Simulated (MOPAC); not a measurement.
Geometry relaxation of PO (charge +1)

System: PO (Phosphorus monoxide), charge +1.
Method: PM6, closed shell (MOPAC 23.2.5).

The starting geometry was optimised with PM6.

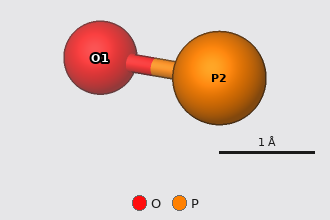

**Figure 1.** The starting structure (ball-and-stick view, seen at a tilt; atoms are numbered from 1 in the order of the input).

Input file (job.mop):
```
cycles=300 charge=1 disp gnorm=0.05 pm6 aux(precision=9) threads=1
optimise of OP

O -0.003213 1 0.007268 1 -0.009820 1
P -0.015556 1 0.002498 1 1.468413 1
```

Hardware: 1 thread of AMD EPYC (Zen 5), 128 GiB of memory available, shared host.

Run as:
```bash
mopac job.mop
```

The program's output:
```
MOPAC v23.2.5
PM6 CALCULATION RESULTS

 *  PM6        - The PM6 Hamiltonian to be used
 *
 *
 *
 *                 CHARGE ON SYSTEM = +1
 *
 *
 *
 *  THREADS=1  - MULTI-THREADING NOT USED
 *  CYCLES=    - DO A MAXIMUM OF 300 STEPS
 *  GNORM      - EXIT WHEN GRADIENT NORM DROPS BELOW 0.050
 *  AUX        - OUTPUT AUXILIARY INFORMATION
 *  DISP       - PRINT DISPERSION AND HYDROGEN BOND ENERGIES
cycles=300 charge=1 disp gnorm=0.05 pm6 aux(precision=9) threads=1
 optimise of OP

   ATOM   CHEMICAL          X               Y               Z
  NUMBER   SYMBOL      (ANGSTROMS)     (ANGSTROMS)     (ANGSTROMS)

     1       O         -0.00321300  *   0.00726800  *  -0.00982000  *
     2       P         -0.01555600  *   0.00249800  *   1.46841300  *

          CARTESIAN COORDINATES

    NO.       ATOM           X           Y           Z

     1         O         -0.0032      0.0073     -0.0098
     2         P         -0.0156      0.0025      1.4684

           Empirical Formula: O P  =     2 atoms

      MOLECULAR POINT GROUP   :   C*v

      RHF CALCULATION, NO. OF DOUBLY OCCUPIED LEVELS = 5

          Geometry optimization using EF

          DIAGONAL MATRIX USED AS START HESSIAN
```

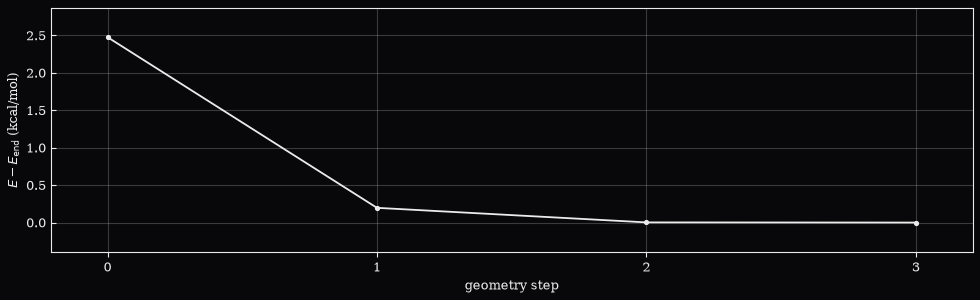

**Figure 2.** Progress of the relaxation, step by step (steps are counted from 0).

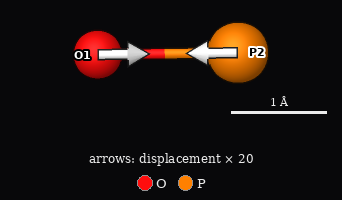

**Figure 3.** The starting structure with the displacements as white arrows, magnified 20 times (ball-and-stick view, seen at a tilt). The two geometries are laid on each other by the best rigid fit. After 3 geometry steps the energy has fallen by 2.48 kcal/mol. Largest force component: 3.7 eV/Å at the start, 0.00015 eV/Å at the end. The largest moves after the best rigid fit, 0.028 Å, are those of O1 and P2. Largest moves by element: P 0.028 Å, O 0.028 Å. Among the contacts that change: O1–P2 1.478 → 1.423 Å. (Atoms are counted from 1 in the order of the input.)

```
 CYCLE:     1 TIME:   0.000 TIME LEFT:  2.00D  GRAD.:   120.881 HEAT:  178.9017
 CYCLE:     2 TIME:   0.008 TIME LEFT:  2.00D  GRAD.:    37.011 HEAT:  176.6213
 CYCLE:     3 TIME:   0.000 TIME LEFT:  2.00D  GRAD.:     3.982 HEAT:  176.4267
 CYCLE:     4 TIME:   0.000 TIME LEFT:  2.00D  GRAD.:     0.005 HEAT:  176.4245

     GRADIENT =  0.00500 IS LESS THAN CUTOFF =  0.05000

 -------------------------------------------------------------------------------
 cycles=300 charge=1 disp gnorm=0.05 pm6 aux(precision=9) threads=1
 optimise of OP

     GEOMETRY OPTIMISED USING EIGENVECTOR FOLLOWING (EF).
     SCF FIELD WAS ACHIEVED

                              PM6 CALCULATION

          FINAL HEAT OF FORMATION =        176.42449 KCAL/MOL =     738.16006 KJ/MOL

          TOTAL ENERGY            =      -9800.83450 KCAL/MOL = ELECTRONIC ENERGY + CORE-CORE REPULSION
          ENERGY OF ATOMS         =       9977.25899 KCAL/MOL
                              SUM =        176.42449 KCAL/MOL
          DISPERSION ENERGY       =          0.00000 KCAL/MOL
                              SUM =        176.42449 KCAL/MOL = FINAL HEAT OF FORMATION

          TOTAL ENERGY            =       -425.00441 EV
          ELECTRONIC ENERGY       =       -652.55196 EV
          CORE-CORE REPULSION     =        227.54755 EV
          COSMO AREA              =         64.57 SQUARE ANGSTROMS
          COSMO VOLUME            =         47.36 CUBIC ANGSTROMS

          GRADIENT NORM           =          0.00500          =       0.00354 PER ATOM
          IONIZATION POTENTIAL    =         19.462705 EV
          HOMO LUMO ENERGIES (EV) =        -19.463 -7.763
          NO. OF FILLED LEVELS    =          5
          MOLECULAR WEIGHT        =         46.9732         POINT GROUP:  C*v

          MOLECULAR DIMENSIONS (Angstroms)

            Atom       Atom       Distance
            P     2    O     1     1.42255
            P     2    O     1     0.00000
            O     1    P     2     0.00000

          SCF CALCULATIONS        =          7

          WALL-CLOCK TIME         =      0.008 SECONDS
          COMPUTATION TIME        =      0.007 SECONDS

   ATOM   CHEMICAL          X               Y               Z
  NUMBER   SYMBOL      (ANGSTROMS)     (ANGSTROMS)     (ANGSTROMS)

     1       O         -0.00338102  *   0.00719101  *   0.01805230  *
     2       P         -0.01538798  *   0.00257499  *   1.44054070  *

                             CARTESIAN COORDINATES

   1    O       -0.003381019     0.007191013     0.018052303
   2    P       -0.015387981     0.002574987     1.440540697

           Empirical Formula: O P  =     2 atoms

      MOLECULAR POINT GROUP   :   C*v

                  EIGENVALUES
 -39.36699 -25.91819 -21.59299 -21.59299 -19.46271  -7.76319  -7.76319  -3.99001
 115.41482 115.41482 115.95857 115.95857 116.32411

              NET ATOMIC CHARGES AND DIPOLE CONTRIBUTIONS

  ATOM NO.   TYPE          CHARGE      No. of ELECS.   s-Pop       p-Pop       d-Pop
    1          O          -0.188596        6.1886     1.87624     4.31236
    2          P           1.188596        3.8114     1.82848     1.95979     0.02314
 DIPOLE           X         Y         Z       TOTAL
 POINT-CHG.    -0.031    -0.012     3.616     3.616
 HYBRID         0.009     0.004    -1.105     1.105
 SUM           -0.021    -0.008     2.511     2.511

          ATOMIC ORBITAL ELECTRON POPULATIONS

     Atom    s        px        py        pz      x^2-y^2     xz        z^2       yz        xy
    1  O   1.87624   1.47785   1.47786   1.35664
    2  P   1.82848   0.51608   0.51606   0.92764   0.00000   0.00608   0.01097   0.00608   0.00000

 *                    *
 * JOB ENDED NORMALLY *
 *                    *

 TOTAL JOB TIME:             0.02 SECONDS

 == MOPAC DONE ==
```

Trajectory as extended XYZ (Å, eV, eV/Å), 4 frames, from step=0 to step=3:
```
2
Properties=species:S:1:pos:R:3:forces:R:3 step=0 energy=7.75791
O    -0.0032    0.0073   -0.0098   -0.0309  -0.0120   3.7064
P    -0.0156    0.0025    1.4684    0.0309   0.0120  -3.7064
2
Properties=species:S:1:pos:R:3:forces:R:3 step=1 energy=7.65902
O    -0.0034    0.0072    0.0255    0.0098   0.0037  -1.1348
P    -0.0153    0.0026    1.4331   -0.0098  -0.0037   1.1348
2
Properties=species:S:1:pos:R:3:forces:R:3 step=2 energy=7.65059
O    -0.0034    0.0072    0.0172   -0.0010  -0.0004   0.1221
P    -0.0154    0.0026    1.4413    0.0010   0.0004  -0.1221
2
Properties=species:S:1:pos:R:3:forces:R:3 step=3 energy=7.65049
O    -0.0034    0.0072    0.0181    0.0000   0.0000  -0.0002
P    -0.0154    0.0026    1.4405    0.0000   0.0000   0.0002
```

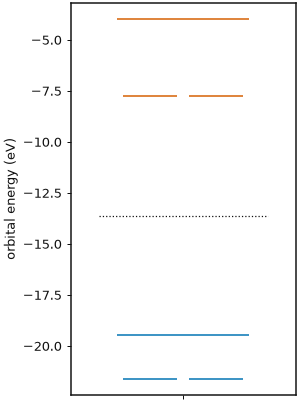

**Figure 4.** Orbital energies near the frontier; the dotted line parts filled from empty levels, and levels within 0.02 eV of each other stand side by side. Highest filled −19.46 eV, lowest empty −7.76 eV, 11.70 eV apart.

Key numbers:

- outcome: converged
- total energy: −15.618624 hartree
- dispersion energy: 0.000000 hartree
- heat of formation: 176.42 kcal/mol
- basis functions: 13
- largest force: 0.000 eV/Å
- HOMO: −19.46 eV
- LUMO: −7.76 eV
- peak memory: 0.078 GiB

MOPAC's energies along a path are heats of formation.
